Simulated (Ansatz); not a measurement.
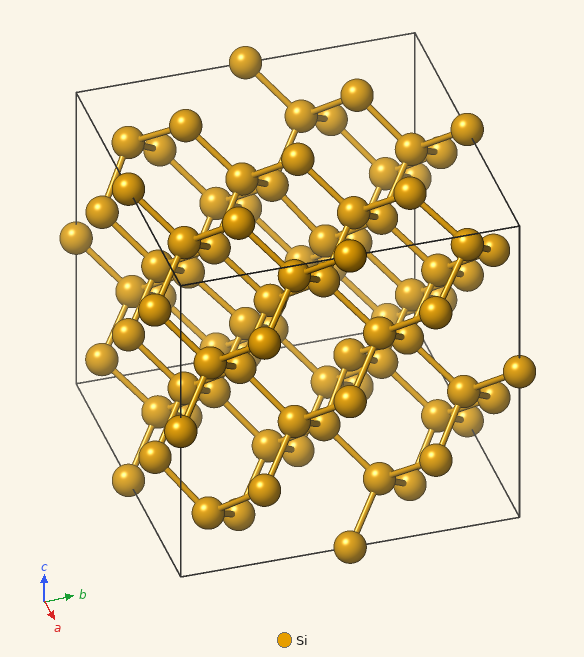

Crystal structure, ball-and-stick style, seen from a general direction. The conventional unit cell is drawn as a box. Cell: a = 10.804 Å, b = 10.804 Å, c = 10.804 Å, α = 90.00°, β = 90.00°, γ = 90.00°.

What is this?

- The element is silicon.
- Its lattice is body-centred cubic, its space group I-43m (No. 217).
- The cell holds 62 atoms.
- Counting contacts within bonding distance, the coordination numbers are Si 3 to 4 (mean 3.9).
- The bonds build a three-dimensional framework.

The initial geometry was a structure listed in the Materials Project, repeated into a supercell with a point defect put in. Earlier steps of the study may have refined or changed the cell and positions. A calculation with Ansatz used it as input.
